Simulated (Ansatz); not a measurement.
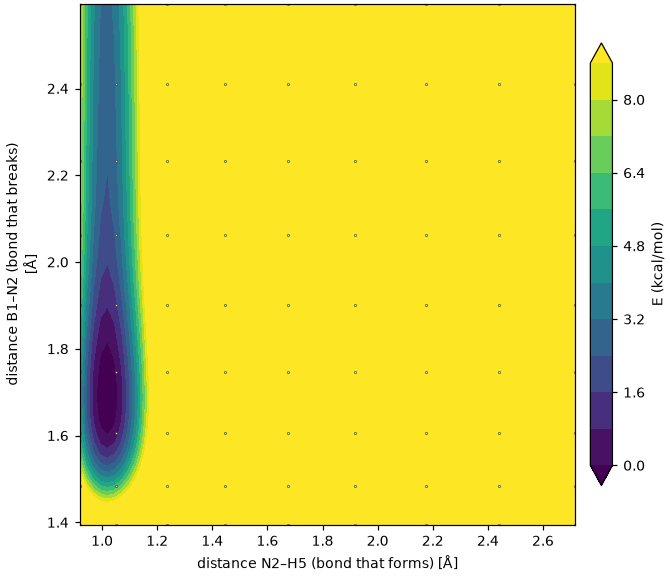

The reacting system BFH₅NO₂ (fragments BFH₄NO₂ + H where the first distance is long, BFH₂O₂ + H₃N where the second is long). 
- The first coordinate is: distance N2–H5 (bond that forms); the second: distance B1–N2 (bond that breaks).
- Relaxed at each point: all other coordinates.
- The scan uses a 9 × 9 grid.
- Points are written as (first, second).
- Energies are in kcal/mol, from the lowest grid point.
- The reference is spin-restricted, so regions where a bond is pulled apart into radicals lie too high.
- Method: RKS BHLYP-D4/def2-SVP in Ansatz.

The picture shows filled contours, dots at the grid points, one colour for all values above the top of the scale. Between grid points the surface is interpolated.

Question: Estimate the position of the minimum and the force constants in these coordinates.

Answer: The interpolated minimum is at the first coordinate ≈ 1.018 Å, the second coordinate ≈ 1.690 Å. The curvatures there are about 44 eV/Å² and 6.8 eV/Å², with a cross term of about 0 eV/Å². Round the minimum the two coordinates are nearly uncoupled. (1 eV is 23.1 kcal/mol.)
